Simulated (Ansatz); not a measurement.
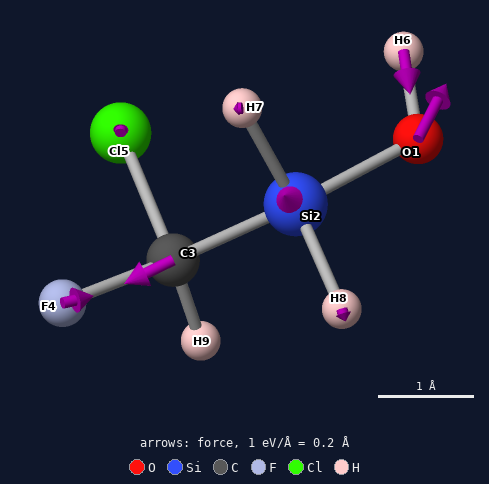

Starting geometry of CH4ClFOSi (coarse preliminary run) with the computed forces as purple arrows. The picture is a ball-and-stick view, seen from a free direction.

The start comes from a force field.

The calculation used RKS PBE-D4/def2-SVP in Ansatz. Set-up: force threshold 0.03 eV/Å; at most 200 steps.

> Is this structure relaxed? If not, where do the atoms go?

It isn't relaxed: the largest force vector, on O1, is 4.08 eV/Å. The final displacements follow the starting forces only in part (cosine between the two patterns 0.31). The largest move after the best rigid fit is that of H6, 0.35 Å. By element the largest moves are H 0.35 Å, Cl 0.18 Å, Si 0.14 Å, F 0.08 Å, O 0.05 Å, C 0.05 Å. Near-neighbour distances that change, for instance: C3–F4 1.464 → 1.370 Å, Si2–C3 1.838 → 1.925 Å, O1–Si2 1.612 → 1.676 Å, C3–Cl5 1.769 → 1.830 Å. Among the angles between lasting bonds that change: O1–Si2–H7 106.5° → 114.7°, O1–Si2–C3 115.3° → 108.7°, H7–Si2–H8 105.4° → 111.4°. After 9 geometry steps the energy has fallen by 10.0 kcal/mol. Largest force component: 2.6 eV/Å at the start, 0.012 eV/Å at the end.
